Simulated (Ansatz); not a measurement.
# SiH₂O+ (doublet): the correlation ladder, cc-pVDZ

How much of the correlation energy of SiH₂O+ (doublet) does each wave-function method recover here?

The runs use Ansatz 0.2.0, Gaussian basis; cc-pVDZ, core rule «outside noble gas», up to 6 orbitals frozen.

To be run: UHF; CCSD(T) on ROHF; CCSD(T) on UHF; BCCD(T) on ROHF; CISD; CCSDT(Q) on ROHF; CCSDT(Q) on UHF; CASSCF and MRCISD+Q, 11 electrons in 10 orbitals; CASSCF and NEVPT2, 11 electrons in 10 orbitals.

30 further runs of the same task are left out: 6 for a known fault of the program, 8 that didn't finish, 16 set aside as unsound or not needed.

## (1) The system

The geometry is a PBE0/def2-TZVP stationary point (not a proven minimum) of the parent state, kept for this charge and spin.

4 atoms, charge 1, spin multiplicity 2.

Atoms are counted from 1 here; the program's logs count them from 0.

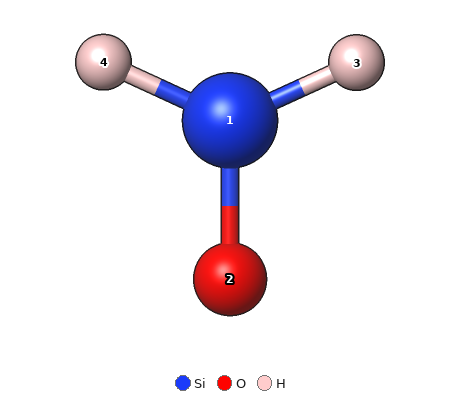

The structure; silicon blue, oxygen red, hydrogen pink; atoms are numbered from 1 in the order of the file.

In the tables R marks a restricted open-shell determinant and U an unrestricted one; 'valence' is the active space of 11 electrons in 10 orbitals; energies count from the table's Hartree-Fock row.

## (2) UHF

Input file in.yaml:

```yaml
crystal:
  periodic: [false, false, false]
  atoms:
    - {symbol: Si, position_ang: [0.000000, 0.000000, 0.554993]}
    - {symbol: O, position_ang: [0.000000, 0.000000, -1.121434]}
    - {symbol: H, position_ang: [0.000000, 1.331946, 1.168229]}
    - {symbol: H, position_ang: [0.000000, -1.331946, 1.168229]}
basis:
  gaussian: {orbitals: cc-pVDZ}
total_charge: 1
magnetization: {spin_polarized: true, initial_magnetization: 1}
hamiltonian: {xc: hf}
output: {orbitals: {seedname: orbitals}}
```

Command:

```console
> ansatz run in.yaml --threads 1 --pin off --events-out ev --progress --plain --max-ram 2393MiB
```

Log:

```text
Functional definition: HF
  name "HF"
  cite "Fock, Z. Phys. 61, 126 (1930) doi:10.1007/BF01340294"
  parent pbe
  exchange = exact_x
  correlation = 0
397 factors; integrals over basis functions are off by at most 1.0e-3 eV
mean field evaluation 1: about -9901.6503 eV, gradient 5.7e1 eV
mean field evaluation 2: about -9901.6946 eV, gradient 5.6e1 eV
mean field evaluation 4: about -9919.0765 eV, gradient 8.4e0 eV
mean field evaluation 8: about -9921.6871 eV, gradient 2.6e-1 eV
mean field evaluation 16: about -9921.7033 eV, gradient 1.5e-5 eV
mean field evaluation 32: about -9921.0975 eV, gradient 1.7e0 eV
mean field evaluation 64: about -9910.2856 eV, gradient 3.0e1 eV
mean field evaluation 96: about -9917.1018 eV, gradient 5.0e0 eV
mean field evaluation 128: about -9918.6958 eV, gradient 4.4e0 eV
mean field evaluation 160: about -9921.6440 eV, gradient 8.0e-1 eV
mean field -9921.70326903 eV, -364.6158699647 hartree, gradient 1.6e-5 eV, S^2 0.761644; 5 other end points of the search recorded, 0 dependent functions left out
reference -9921.70326903 eV, -364.6158699647 hartree; 12, 11 occupied and 30, 31 virtual orbitals, 397 factors
Total energy: -9921.70326903 eV, -364.6158699647 hartree
```

Wall time 0.78 s (1 thread of Arm Neoverse V1, shared host).

From the report: ⟨S²⟩ of the determinant 0.762 (pure doublet: 0.75).

## (3) CCSD(T) on ROHF

Changes to in.yaml since step 2:

```diff
@@ -10,4 +10,4 @@
 total_charge: 1
-magnetization: {spin_polarized: true, initial_magnetization: 1}
-hamiltonian: {xc: hf}
-output: {orbitals: {seedname: orbitals}}
+magnetization: {spin_polarized: false, initial_magnetization: 1}
+correlation: {method: ccsd_t, electrons: outside_noble_gas}
+output: {forces: true}
```

Same command.

Log, cut to the lines that bear on the results:

```text
Functional definition: HF
  name "HF"
  cite "Fock, Z. Phys. 61, 126 (1930) doi:10.1007/BF01340294"
  parent pbe
[...]
397 factors; integrals over basis functions are off by at most 1.0e-3 eV
[...]
mean field -9921.58719382 eV, -364.6116042796 hartree, gradient 1.7e-6 eV, S^2 0.750000; 10 other end points of the search recorded, 0 dependent functions left out
[...]
determinant -9921.58719382 eV, -364.6116042796 hartree, with singles and doubles -9928.54120427 eV, -364.8671594501 hartree
determinant -9921.03343191 eV, -364.5912539046 hartree, with singles and doubles -9927.78296912 eV, -364.8392948220 hartree
determinant -9919.29457664 eV, -364.5273521522 hartree, with singles and doubles -9926.33626121 eV, -364.7861292870 hartree
6 core orbitals not correlated: weight in the atoms' cores, before any rotation towards them, 1.000 or more for the frozen orbitals, at most 0.000 for the correlated occupied ones
reference -9921.58719382 eV, -364.6116042796 hartree; 6, 5 occupied and 30, 31 virtual orbitals, 397 factors
second order -6.05535800 eV of doubles, -0.07502542 eV of singles
cycle   1  -6.95568370 eV  change   -1.7e-3 eV  update   2.2e-3
[...]
cycle  13  -6.95869679 eV  change    2.4e-7 eV  update   1.2e-7
perturbative correction -0.17167569 eV, -0.0063089652 hartree
[...]
Total energy: -9928.71756630 eV, -364.8736406350 hartree
Atom 0 at     0.000000     0.000000     0.554993 Å, force     0.000000    -0.000000    -0.713370 eV/Å
Atom 1 at     0.000000     0.000000    -1.121434 Å, force    -0.000000     0.000000     0.538426 eV/Å
Atom 2 at     0.000000     1.331946     1.168229 Å, force    -0.000000     0.178619     0.087472 eV/Å
Atom 3 at     0.000000    -1.331946     1.168229 Å, force    -0.000000    -0.178619     0.087472 eV/Å
Dipole moment:    -0.000000     0.000000     0.742417 e Å
```

Run time: 4.6 s. Hardware: 1 thread of Arm Neoverse V1, shared host.

From the report: correlation -7.1304 eV; T1 0.031; largest double amplitude 0.06.

## (4) CCSD(T) on UHF

Changes to in.yaml since step 3:

```diff
@@ -10,3 +10,3 @@
 total_charge: 1
-magnetization: {spin_polarized: false, initial_magnetization: 1}
+magnetization: {spin_polarized: true, initial_magnetization: 1}
 correlation: {method: ccsd_t, electrons: outside_noble_gas}
```

The command is unchanged.

Log, cut to the lines that bear on the results:

```text
Functional definition: HF
  name "HF"
  cite "Fock, Z. Phys. 61, 126 (1930) doi:10.1007/BF01340294"
  parent pbe
[...]
397 factors; integrals over basis functions are off by at most 1.0e-3 eV
[...]
mean field -9921.70326903 eV, -364.6158699647 hartree, gradient 2.5e-6 eV, S^2 0.761645; 8 other end points of the search recorded, 0 dependent functions left out
determinant -9921.70326903 eV, -364.6158699647 hartree, with singles and doubles -9928.54293461 eV, -364.8672230387 hartree
determinant -9921.12308982 eV, -364.5945487721 hartree, with singles and doubles -9927.78441819 eV, -364.8393480744 hartree
determinant -9919.41956584 eV, -364.5319454204 hartree, with singles and doubles -9926.33924949 eV, -364.7862391045 hartree
6 core orbitals not correlated: weight in the atoms' cores, before any rotation towards them, 1.000 or more for the frozen orbitals, at most 0.000 for the correlated occupied ones
reference -9921.70326903 eV, -364.6158699647 hartree; 6, 5 occupied and 30, 31 virtual orbitals, 397 factors
second order -6.02209006 eV of doubles, -0.00000000 eV of singles
cycle   1  -6.84146774 eV  change   -1.8e-3 eV  update   2.2e-3
[...]
cycle  13  -6.84475299 eV  change    7.1e-8 eV  update   1.1e-7
perturbative correction -0.16970676 eV, -0.0062366082 hartree
[...]
Total energy: -9928.71772877 eV, -364.8736466058 hartree
Atom 0 at     0.000000     0.000000     0.554993 Å, force     0.000000     0.000000    -0.715486 eV/Å
Atom 1 at     0.000000     0.000000    -1.121434 Å, force     0.000000    -0.000000     0.540236 eV/Å
Atom 2 at     0.000000     1.331946     1.168229 Å, force     0.000000     0.178555     0.087625 eV/Å
Atom 3 at     0.000000    -1.331946     1.168229 Å, force     0.000000    -0.178555     0.087625 eV/Å
Dipole moment:    -0.000000    -0.000000     0.742693 e Å
```

It took 4.3 s on 1 thread of Arm Neoverse V1, shared host.

From the report: ⟨S²⟩ of the determinant 0.762 (pure doublet: 0.75); correlation -7.0145 eV; T1 0.027; largest double amplitude 0.06.

## (5) BCCD(T) on ROHF

Changes to in.yaml since step 4:

```diff
@@ -10,4 +10,3 @@
 total_charge: 1
-magnetization: {spin_polarized: true, initial_magnetization: 1}
-correlation: {method: ccsd_t, electrons: outside_noble_gas}
-output: {forces: true}
+magnetization: {spin_polarized: false, initial_magnetization: 1}
+correlation: {method: bccd_t, electrons: outside_noble_gas}
```

Same command.

Log, cut to the lines that bear on the results:

```text
Functional definition: HF
  name "HF"
  cite "Fock, Z. Phys. 61, 126 (1930) doi:10.1007/BF01340294"
  parent pbe
[...]
397 factors; integrals over basis functions are off by at most 1.0e-3 eV
[...]
mean field -9921.58719382 eV, -364.6116042796 hartree, gradient 1.7e-6 eV, S^2 0.750000; 10 other end points of the search recorded, 0 dependent functions left out
[...]
determinant -9921.58719382 eV, -364.6116042796 hartree, with singles and doubles -9928.54120427 eV, -364.8671594501 hartree
determinant -9921.03343191 eV, -364.5912539046 hartree, with singles and doubles -9927.78296912 eV, -364.8392948220 hartree
determinant -9919.29457664 eV, -364.5273521522 hartree, with singles and doubles -9926.33626121 eV, -364.7861292870 hartree
6 core orbitals not correlated: weight in the atoms' cores, before any rotation towards them, 1.000 or more for the frozen orbitals, at most 0.000 for the correlated occupied ones
reference -9921.58719382 eV, -364.6116042796 hartree; 6, 5 occupied and 30, 31 virtual orbitals, 397 factors
second order -6.05535800 eV of doubles, -0.07502542 eV of singles
cycle   1  -6.92729469 eV  change    2.7e-2 eV  update   1.6e-2
[...]
cycle  10  -6.93017252 eV  change    2.6e-6 eV  update   1.2e-5
perturbative correction -0.20022047 eV, -0.0073579666 hartree
Total energy: -9928.71758681 eV, -364.8736413887 hartree
```

Run time: 3.2 s. Hardware: 1 thread of Arm Neoverse V1, shared host.

From the report: correlation -7.1304 eV; largest double amplitude 0.05.

## (6) CISD

Changes to in.yaml since step 5:

```diff
@@ -11,2 +11,2 @@
 magnetization: {spin_polarized: false, initial_magnetization: 1}
-correlation: {method: bccd_t, electrons: outside_noble_gas}
+correlation: {active_space: {ras: {orbitals: [5, 1, 30], electrons: 11, max_holes: 2, max_particles: 2}, fixed_orbitals: true}}
```

The command is unchanged.

Log:

```text
Functional definition: HF
  name "HF"
  cite "Fock, Z. Phys. 61, 126 (1930) doi:10.1007/BF01340294"
  parent pbe
  exchange = exact_x
  correlation = 0
397 factors; integrals over basis functions are off by at most 1.0e-3 eV
mean field evaluation 1: about -9901.2453 eV, gradient 7.9e1 eV
mean field evaluation 2: about -9901.2889 eV, gradient 7.8e1 eV
mean field evaluation 4: about -9919.5253 eV, gradient 9.3e0 eV
mean field evaluation 8: about -9921.5630 eV, gradient 8.8e-1 eV
mean field evaluation 16: about -9921.5872 eV, gradient 1.7e-6 eV
mean field evaluation 32: about -9919.2946 eV, gradient 2.2e-3 eV
mean field evaluation 64: about -9921.5855 eV, gradient 2.7e-1 eV
mean field evaluation 96: about -9903.0750 eV, gradient 4.8e1 eV
mean field evaluation 128: about -9921.0333 eV, gradient 1.9e-1 eV
mean field -9921.58719382 eV, -364.6116042796 hartree, gradient 1.7e-6 eV, S^2 0.750000; 10 other end points of the search recorded, 0 dependent functions left out
reference -9921.58719382 eV, -364.6116042796 hartree; 12, 11 occupied and 30, 31 virtual orbitals, 397 factors
state -9928.06914570 eV, -364.8498116176 hartree
Total energy: -9928.06914570 eV, -364.8498116176 hartree
```

Wall time 2.8 s (1 thread of Arm Neoverse V1, shared host).

From the report: 15,794 determinants.

## (7) CCSDT(Q) on ROHF

Changes to in.yaml since step 6:

```diff
@@ -11,2 +11,2 @@
 magnetization: {spin_polarized: false, initial_magnetization: 1}
-correlation: {active_space: {ras: {orbitals: [5, 1, 30], electrons: 11, max_holes: 2, max_particles: 2}, fixed_orbitals: true}}
+correlation: {method: ccsdt_q, electrons: outside_noble_gas}
```

Same command.

Log, cut to the lines that bear on the results:

```text
Functional definition: HF
  name "HF"
  cite "Fock, Z. Phys. 61, 126 (1930) doi:10.1007/BF01340294"
  parent pbe
[...]
743 factors; integrals over basis functions are off by at most 2.2e-7 eV
[...]
mean field -9921.58726038 eV, -364.6116067255 hartree, gradient 1.6e-6 eV, S^2 0.750000; 10 other end points of the search recorded, 0 dependent functions left out
[...]
determinant -9921.58726038 eV, -364.6116067255 hartree, with singles and doubles -9928.54126840 eV, -364.8671618069 hartree
determinant -9921.03350072 eV, -364.5912564334 hartree, with singles and doubles -9927.78303791 eV, -364.8392973500 hartree
determinant -9919.29464630 eV, -364.5273547121 hartree, with singles and doubles -9926.33633177 eV, -364.7861318803 hartree
6 core orbitals not correlated: weight in the atoms' cores, before any rotation towards them, 1.000 or more for the frozen orbitals, at most 0.000 for the correlated occupied ones
reference -9921.58726038 eV, -364.6116067255 hartree; 6, 5 occupied and 30, 31 virtual orbitals, 743 factors
second order -6.05539555 eV of doubles, -0.07502518 eV of singles
cycle   1  -6.60530031 eV  change   -4.7e-1 eV  update   9.2e-2
[...]
cycle  23  -7.16332610 eV  change   -7.2e-7 eV  update   6.0e-7
perturbative correction -0.01398428 eV, -0.0005139127 hartree
Total energy: -9928.76457076 eV, -364.8753680170 hartree
```

Run time: 21 s. Hardware: 1 thread of Arm Neoverse V1, shared host; peak memory 0.3 GiB.

From the report: correlation -7.1773 eV; T1 0.032; largest double amplitude 0.06.

## (8) CCSDT(Q) on UHF

Changes to in.yaml since step 7:

```diff
@@ -10,3 +10,3 @@
 total_charge: 1
-magnetization: {spin_polarized: false, initial_magnetization: 1}
+magnetization: {spin_polarized: true, initial_magnetization: 1}
 correlation: {method: ccsdt_q, electrons: outside_noble_gas}
```

Same command.

Log, cut to the lines that bear on the results:

```text
Functional definition: HF
  name "HF"
  cite "Fock, Z. Phys. 61, 126 (1930) doi:10.1007/BF01340294"
  parent pbe
[...]
743 factors; integrals over basis functions are off by at most 2.2e-7 eV
[...]
mean field -9921.70333514 eV, -364.6158723944 hartree, gradient 2.2e-6 eV, S^2 0.761645; 8 other end points of the search recorded, 0 dependent functions left out
determinant -9921.70333514 eV, -364.6158723944 hartree, with singles and doubles -9928.54299846 eV, -364.8672253852 hartree
determinant -9921.12315832 eV, -364.5945512895 hartree, with singles and doubles -9927.78448680 eV, -364.8393505959 hartree
determinant -9919.41963584 eV, -364.5319479930 hartree, with singles and doubles -9926.33931981 eV, -364.7862416887 hartree
6 core orbitals not correlated: weight in the atoms' cores, before any rotation towards them, 1.000 or more for the frozen orbitals, at most 0.000 for the correlated occupied ones
reference -9921.70333514 eV, -364.6158723944 hartree; 6, 5 occupied and 30, 31 virtual orbitals, 743 factors
second order -6.02212747 eV of doubles, -0.00000000 eV of singles
cycle   1  -6.49761576 eV  change   -4.8e-1 eV  update   9.0e-2
[...]
cycle  23  -7.04778320 eV  change   -4.5e-7 eV  update   5.0e-7
perturbative correction -0.01771526 eV, -0.0006510240 hartree
Total energy: -9928.76883361 eV, -364.8755246739 hartree
```

It took 18 s on 1 thread of Arm Neoverse V1, shared host; peak memory 0.26 GiB.

From the report: ⟨S²⟩ of the determinant 0.762 (pure doublet: 0.75); correlation -7.0655 eV; T1 0.029; largest double amplitude 0.06.

## (9) CASSCF and MRCISD+Q, 11 electrons in 10 orbitals

Changes to in.yaml since step 8:

```diff
@@ -10,3 +10,3 @@
 total_charge: 1
-magnetization: {spin_polarized: true, initial_magnetization: 1}
-correlation: {method: ccsdt_q, electrons: outside_noble_gas}
+magnetization: {spin_polarized: false, initial_magnetization: 1}
+correlation: {method: fic_mrcisd_q, electrons: outside_noble_gas, active_space: {window: {electrons: 11, orbitals: 10}, shells: [{species: H, l: s, shell: 1}, {species: O, l: s, shell: 2}, {species: O, l: p, shell: 2}, {species: Si, l: s, shell: 3}, {species: Si, l: p, shell: 3}]}}
```

Same command.

Log, cut to the lines that bear on the results:

```text
Functional definition: HF
  name "HF"
  cite "Fock, Z. Phys. 61, 126 (1930) doi:10.1007/BF01340294"
  parent pbe
[...]
743 factors; integrals over basis functions are off by at most 2.2e-7 eV
[...]
mean field -9921.58726038 eV, -364.6116067255 hartree, gradient 1.6e-6 eV, S^2 0.750000; 10 other end points of the search recorded, 0 dependent functions left out
reference -9921.58726038 eV, -364.6116067255 hartree; 12, 11 occupied and 30, 31 virtual orbitals, 743 factors
state -9924.24073422 eV, -364.7091200905 hartree
contracted CI cycle   1: correlation 0.00000000 eV, 0.0000000000 hartree, residual 2.15e1 eV
contracted CI cycle   2: correlation -4.08952994 eV, -0.1502874534 hartree, residual 3.94e0 eV
contracted CI cycle   3: correlation -4.26157215 eV, -0.1566098879 hartree, residual 9.76e-1 eV
contracted CI cycle   4: correlation -4.27275065 eV, -0.1570206901 hartree, residual 2.65e-1 eV
contracted CI cycle   5: correlation -4.27348362 eV, -0.1570476265 hartree, residual 6.40e-2 eV
contracted CI cycle   6: correlation -4.27353104 eV, -0.1570493689 hartree, residual 1.85e-2 eV
contracted CI cycle   7: correlation -4.27353487 eV, -0.1570495099 hartree, residual 4.83e-3 eV
contracted CI cycle   8: correlation -4.27353512 eV, -0.1570495191 hartree, residual 1.24e-3 eV
state -9924.24073422 eV, -364.7091200905 hartree; corrected -9928.73546956 eV, -364.8742985678 hartree
Total energy: -9928.73546956 eV, -364.8742985678 hartree
Checks for a lower state left out: starts, orbital_swaps
```

It took 11 s on 1 thread of Arm Neoverse V1, shared host; peak memory 0.54 GiB.

From the report: 13,328 determinants; active occupations 2.00, 1.99, 1.98, 1.97, 1.96, 1.00, 0.04, 0.04, 0.02, 0.02.

## (10) CASSCF and NEVPT2, 11 electrons in 10 orbitals

Input file in.yaml:

```yaml
crystal:
  periodic: [false, false, false]
  atoms:
    - {symbol: Si, position_ang: [0.000000, 0.000000, 0.554993]}
    - {symbol: O, position_ang: [0.000000, 0.000000, -1.121434]}
    - {symbol: H, position_ang: [0.000000, 1.331946, 1.168229]}
    - {symbol: H, position_ang: [0.000000, -1.331946, 1.168229]}
basis:
  gaussian: {orbitals: cc-pVDZ}
total_charge: 1
magnetization: {spin_polarized: false, initial_magnetization: 1}
correlation: {method: sc_nevpt2, electrons: outside_noble_gas, active_space: {window: {electrons: 11, orbitals: 10}, shells: [{species: H, l: s, shell: 1}, {species: O, l: s, shell: 2}, {species: O, l: p, shell: 2}, {species: Si, l: s, shell: 3}, {species: Si, l: p, shell: 3}]}}
```

Same command.

Log, cut to the lines that bear on the results:

```text
Functional definition: HF
  name "HF"
  cite "Fock, Z. Phys. 61, 126 (1930) doi:10.1007/BF01340294"
  parent pbe
[...]
743 factors; integrals over basis functions are off by at most 2.2e-7 eV
[...]
mean field -9921.58726038 eV, -364.6116067255 hartree, gradient 1.6e-6 eV, S^2 0.750000; 10 other end points of the search recorded, 0 dependent functions left out
reference -9921.58726038 eV, -364.6116067255 hartree; 12, 11 occupied and 30, 31 virtual orbitals, 743 factors
state -9924.24073422 eV, -364.7091200905 hartree
state -9924.24073422 eV, -364.7091200905 hartree; corrected -9927.80592703 eV, -364.8401385099 hartree
Total energy: -9927.80592703 eV, -364.8401385099 hartree
Checks for a lower state left out: starts, orbital_swaps
```

Run time: 7.5 s. Hardware: 1 thread of Arm Neoverse V1, shared host.

From the report: 13,328 determinants; active occupations 2.00, 1.99, 1.98, 1.97, 1.96, 1.00, 0.04, 0.04, 0.02, 0.02.

## (11) Natural occupations

Natural occupations of the CASSCF valence state about the gap (report; correlated orbitals 1 to 10): 1.997, 1.986, 1.975, 1.968, 1.963, 0.998, 0.039, 0.037, 0.019, 0.017. The count of effectively unpaired electrons, Σ n²(2 − n)², is 1.03; a single determinant of this spin has 1.

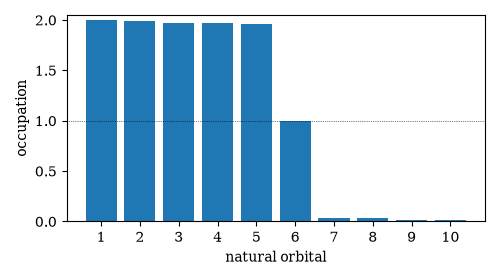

Natural occupations of the CASSCF valence state.

## (12) All levels against the top one

The yardstick is UCCSDT(Q), where the cluster series has nearly closed. Rows without a time come out of other runs: HF, MP2 and CCSD of CCSD(T), CCSDT of CCSDT(Q), CASSCF and MRCISD of the multireference runs. The times of RCCSD(T), UCCSD(T) include forces.

Differences are taken before rounding.

```csv
method,energy from the lowest RHF (meV),from UCCSDT(Q) (meV),time
RHF,0.0,+7181.6,
UHF,-116.1,+7065.6,
RMP2,-6130.4,+1051.3,
UMP2,-6138.2,+1043.5,
CISD,-6482.0,+699.7,2.8 s
RCCSD,-6958.7,+222.9,
UCCSD,-6960.8,+220.8,
RCCSD(T),-7130.4,+51.3,4.6 s
UCCSD(T),-7130.5,+51.1,4.3 s
BCCD(T),-7130.4,+51.2,3.2 s
RCCSDT,-7163.4,+18.2,
UCCSDT,-7163.9,+17.7,
RCCSDT(Q),-7177.4,+4.3,21 s
UCCSDT(Q),-7181.6,0,18 s
CASSCF valence,-2653.5,+4528.1,
NEVPT2 valence,-6218.7,+962.9,7.5 s
MRCISD valence,-6927.1,+254.6,
MRCISD+Q valence,-7148.3,+33.4,11 s
```

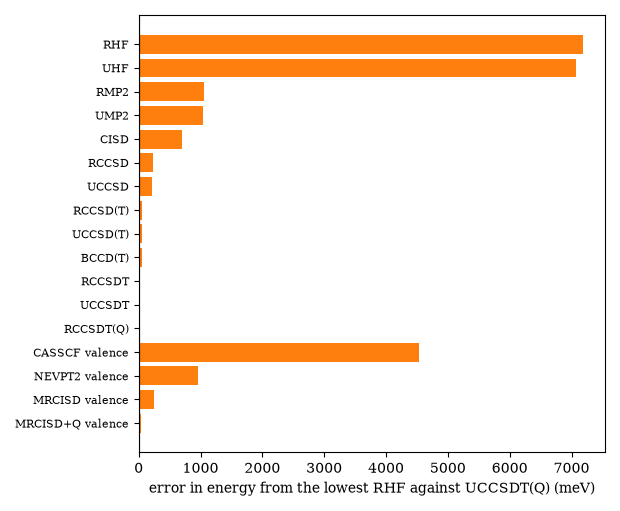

Deviations from UCCSDT(Q), method by method.

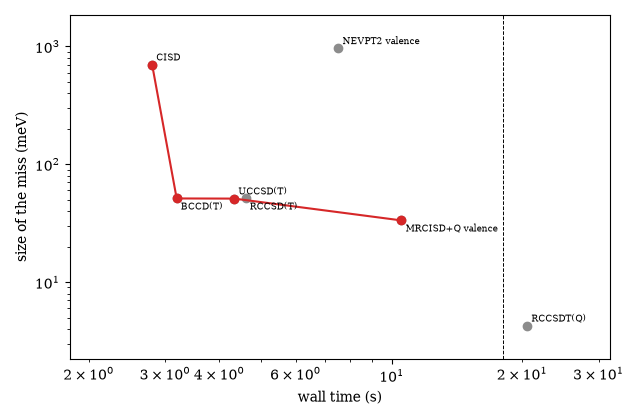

Accuracy for the time spent; red marks the levels that beat every quicker one drawn (of those quicker than the yardstick), and the dashed line is the time of UCCSDT(Q). Times are from a shared host.

## (13) What came out

```
                         quantity                                        value
   UCCSDT(Q) below the RHF energy                                   -7.1816 eV
              RMP2 from UCCSDT(Q)                                  +1051.3 meV
              UMP2 from UCCSDT(Q)                                  +1043.5 meV
             RCCSD from UCCSDT(Q)                                   +222.9 meV
          RCCSD(T) from UCCSDT(Q)                                    +51.3 meV
          UCCSD(T) from UCCSDT(Q)                                    +51.1 meV
         RCCSDT(Q) from UCCSDT(Q)                                     +4.3 meV
    NEVPT2 valence from UCCSDT(Q)                                   +962.9 meV
  MRCISD+Q valence from UCCSDT(Q)                                    +33.4 meV
levels within 1 kcal/mol (43 meV)  RCCSDT, UCCSDT, RCCSDT(Q), MRCISD+Q valence
                    T1 diagnostic                                        0.031
   effectively unpaired electrons                                         1.03
```

In words: RCCSD(T) misses by +51.3 meV, 0.7 % of the correlation energy. One determinant dominates. Of the multireference levels listed MRCISD+Q valence comes nearest in total energy (+33.4 meV), which doesn't show that its space is the better one. These misses are within one basis, not against nature; the frozen cores of restricted and unrestricted runs differ, which can shift their rows.

MRCISD+Q valence reaches 33.4 meV from the reference in 11 s, where UCCSDT(Q) took 18 s; the quickest level in the cost chart, CISD, takes 2.8 s and misses by 699.7 meV.
